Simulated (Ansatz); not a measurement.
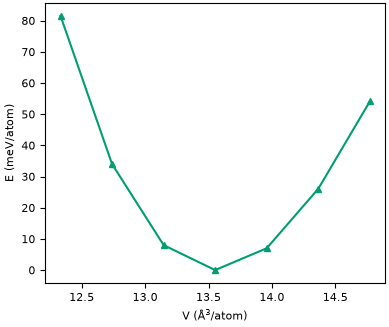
Figure: Si2Mo in space group Fddd (No. 70; Si on 16f, Mo on 8a) under volume change, DFT-PBE in the program Ansatz with PAW potentials, shape and atoms relaxed at each volume.

### Question
What does a third-order Birch–Murnaghan fit give for V₀, B₀ and B′?

### Answer
V₀ = 13.55 Å³/atom, B₀ = 189 GPa, B′ = 6.0.

The start of the workflow was typed in or built on a structure type; neither database checked (COD, Materials Project) lists it. It is not the phase usual at ambient conditions (space group No. 139). Symmetry was held in the PBE relaxation; whether a distortion lowers the energy is not shown. No spin polarisation was allowed.

Potentials: the earlier of the program's two PAW sets.
